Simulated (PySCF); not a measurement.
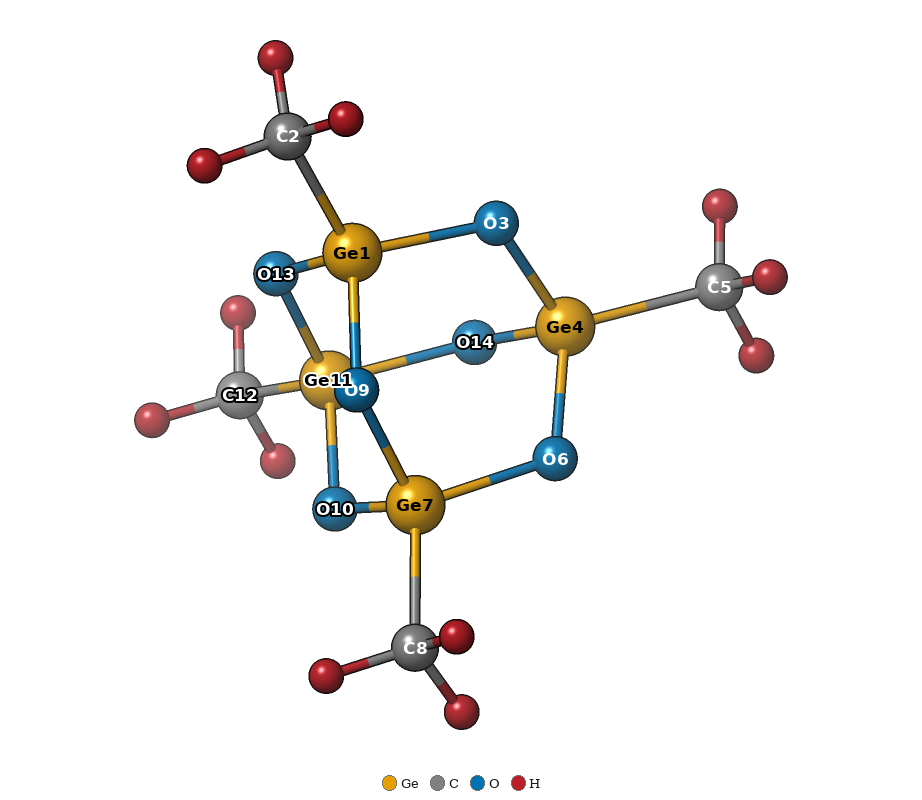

Depth is shown by fading: the farther an atom, the more it takes the colour of the background. The geometry was computed by an optimisation with PBE0-D3(BJ)/def2-SVP. No frequency run is at hand to confirm it as a minimum.

> What is the conformation of the ring Ge1–O3–Ge4–O14–Ge11–O13?

It is a chair (Cremer–Pople θ = 0°, folded into 0 to 90°). The Cremer–Pople amplitude Q is 0.66 Å.

> Give the torsion angles round the ring, beginning with the bond from its second to its third atom.

56°, −56°, 56°, −56°, 56°, −56°.

> Are the substituents other than hydrogen axial or equatorial?

C2 on Ge1 is equatorial; O9 on Ge1 is axial; C5 on Ge4 is equatorial; O6 on Ge4 is axial; O10 on Ge11 is axial; C12 on Ge11 is equatorial.
